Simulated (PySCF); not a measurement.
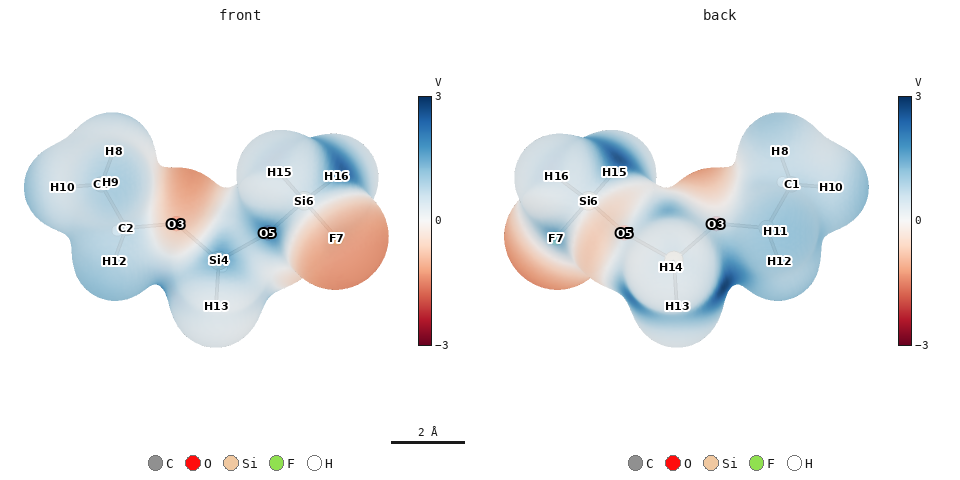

The picture shows: C2H9FO2Si2. The electrostatic potential painted on the density surface at 0.004 e/bohr³, seen from the front and from behind; red is negative and blue positive.

Geometry: GFN2-xTB.

The calculation used PBE0/pcSseg-1, SCF density, gas phase, non-relativistic (PySCF 2.14.0).

Input

```
{"job": {"kind": "nmr", "xc": "PBE0", "basis": "pcSseg-1"}, "charge": 0, "multiplicity": 1}
C     -2.468523     1.187549     0.080457
C     -1.910448    -0.227507     0.073491
O     -0.518267    -0.180838    -0.061007
Si     0.553086    -1.385744    -0.072051
O      1.972251    -0.650184    -0.304140
Si     3.115015     0.463052    -0.147700
F      4.136223    -0.093100     0.960112
H     -2.214840     1.690763    -0.848770
H     -2.041664     1.748912     0.907259
H     -3.549342     1.161609     0.188151
H     -2.336124    -0.801670    -0.758289
H     -2.171820    -0.744795     1.004473
H      0.589087    -2.090649     1.206593
H      0.390495    -2.268868    -1.224172
H      2.607811     1.711702     0.387524
H      3.839462     0.488713    -1.403342
```

Launched as:

```sh
OMP_NUM_THREADS=1 python probes_run.py task.json out
```

Which sites attract a positive test charge, and which a negative one?

Answer. A positive charge is drawn to the negative regions and a negative charge to the positive ones. The most negative region (about −1.3 V) lies over F7, the most positive (about +2.6 V) over Si4 and Si6.

What dipole moment does the calculation give?

Answer. Its dipole moment is 2.86 D.
